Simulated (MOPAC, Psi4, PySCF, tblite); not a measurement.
Approach curve of the dimer HCl ··· Br- (SMILES Cl and [Br-]) (charge -1). Monomers: optimised at B3LYP-D3(BJ) (def2-TZVP), held rigid. Orientation: lowest of the rigid-body minima from ten starts at GFN2-xTB. Only R, the distance of the centres of mass, is varied, so the lowest point isn't the relaxed dimer.

Geometry at R = 3.29 Å (first 2 atoms: monomer A):
```
3

Cl     0.6410     0.0000     0.0000
H     -0.6410     0.0000     0.0000
Br    -2.6856     0.0000     0.0000
```

Methods: PM7, restricted, heats of formation (MOPAC); GFN2-xTB (tblite); RKS-LDA (SVWN5)/6-31G* = restricted LDA (SVWN5)/6-31G*, spherical d, no counterpoise correction in PySCF; wB97X-V/def2-TZVPD, counterpoise-corrected (Psi4); RHF/LANL2DZ = PySCF with restricted Hartree-Fock/LANL2DZ, with its core potentials past Ne, no counterpoise correction.

Interaction energies in kcal/mol (negative: bound); R is the distance of the centres of mass, d the H2···Br3 distance.

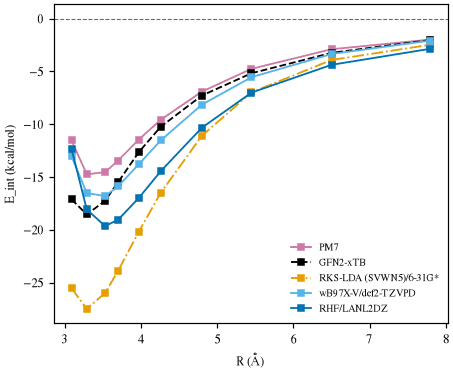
Fig. 1. Interaction energy against separation.

```json
[
 {"R / Å": "3.09", "d / Å": "1.84", "PM7": "-11.54", "GFN2-xTB": "-17.11", "RKS-LDA (SVWN5)/6-31G*": "-25.54", "wB97X-V/def2-TZVPD": "-13.04", "RHF/LANL2DZ": "-12.33"},
 {"R / Å": "3.29", "d / Å": "2.04", "PM7": "-14.74", "GFN2-xTB": "-18.55", "RKS-LDA (SVWN5)/6-31G*": "-27.50", "wB97X-V/def2-TZVPD": "-16.52", "RHF/LANL2DZ": "-18.08"},
 {"R / Å": "3.53", "d / Å": "2.28", "PM7": "-14.54", "GFN2-xTB": "-17.25", "RKS-LDA (SVWN5)/6-31G*": "-25.98", "wB97X-V/def2-TZVPD": "-16.81", "RHF/LANL2DZ": "-19.64"},
 {"R / Å": "3.70", "d / Å": "2.45", "PM7": "-13.45", "GFN2-xTB": "-15.49", "RKS-LDA (SVWN5)/6-31G*": "-23.90", "wB97X-V/def2-TZVPD": "-15.89", "RHF/LANL2DZ": "-19.06"},
 {"R / Å": "3.97", "d / Å": "2.72", "PM7": "-11.46", "GFN2-xTB": "-12.67", "RKS-LDA (SVWN5)/6-31G*": "-20.21", "wB97X-V/def2-TZVPD": "-13.81", "RHF/LANL2DZ": "-17.00"},
 {"R / Å": "4.26", "d / Å": "3.01", "PM7": "-9.58", "GFN2-xTB": "-10.24", "RKS-LDA (SVWN5)/6-31G*": "-16.50", "wB97X-V/def2-TZVPD": "-11.53", "RHF/LANL2DZ": "-14.45"},
 {"R / Å": "4.80", "d / Å": "3.55", "PM7": "-6.91", "GFN2-xTB": "-7.28", "RKS-LDA (SVWN5)/6-31G*": "-11.09", "wB97X-V/def2-TZVPD": "-8.14", "RHF/LANL2DZ": "-10.33"},
 {"R / Å": "5.45", "d / Å": "4.20", "PM7": "-4.75", "GFN2-xTB": "-5.17", "RKS-LDA (SVWN5)/6-31G*": "-6.98", "wB97X-V/def2-TZVPD": "-5.54", "RHF/LANL2DZ": "-7.00"},
 {"R / Å": "6.50", "d / Å": "5.25", "PM7": "-2.90", "GFN2-xTB": "-3.24", "RKS-LDA (SVWN5)/6-31G*": "-3.91", "wB97X-V/def2-TZVPD": "-3.35", "RHF/LANL2DZ": "-4.37"},
 {"R / Å": "7.79", "d / Å": "6.54", "PM7": "-1.98", "GFN2-xTB": "-2.03", "RKS-LDA (SVWN5)/6-31G*": "-2.48", "wB97X-V/def2-TZVPD": "-2.08", "RHF/LANL2DZ": "-2.86"}
]
```

Lowest grid point: PM7 -14.74 kcal/mol at R = 3.29 Å; GFN2-xTB -18.55 kcal/mol at R = 3.29 Å; RKS-LDA (SVWN5)/6-31G* -27.50 kcal/mol at R = 3.29 Å; wB97X-V/def2-TZVPD -16.81 kcal/mol at R = 3.53 Å; RHF/LANL2DZ -19.64 kcal/mol at R = 3.53 Å.
